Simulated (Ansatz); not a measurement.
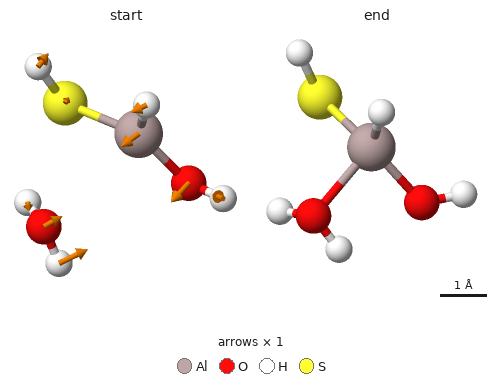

The structure of AlH₅SO₂ before (left) and after (right) a relaxation, at one scale. The orange arrows give the displacements, at their true length.

Style: ball-and-stick. Shown face on.

The run prepares an end point of a later path (reaction) calculation, from a guessed geometry.

Computed with RKS B3LYP/6-31G* (Ansatz 0.2.0). Settings: no spin polarisation; force threshold 0.03 eV/Å; at most 50 steps.

### What changed between the two?

The atom that moves furthest after the best rigid fit is an H atom (0.71 Å). By element the largest moves are H 0.71 Å, O 0.66 Å, Al 0.52 Å, S 0.16 Å. Some distances before and after: Al–O 2.966 → 2.004 Å, Al–O 1.713 → 1.744 Å, H–O 0.990 → 0.976 Å, H–O 0.972 → 0.980 Å. New bonds form, among them: Al–O (2.97 → 2.00 Å). Among the angles between lasting bonds that change: H–Al–S 122.0° → 116.9°, H–O–H 103.6° → 107.3°, H–Al–O 124.9° → 121.9°. Groups turn about Al–O by about 80°. After 14 accepted moves (15 points after the start) the energy has fallen by 15.6 kcal/mol. Largest force component: 0.7 eV/Å at the start, 0.016 eV/Å at the end. The line search rejected the trial step at point 13 of the run. The run took 50 s on 1 thread of AMD EPYC 7R43 64-Core Processor (Zen 3), on a shared host, peak memory 0.17 GiB.

Limits of the set-up: the start holds two separate molecules, 2.6 Å apart at their closest, whose relative position is a soft coordinate and is computed without a dispersion correction.
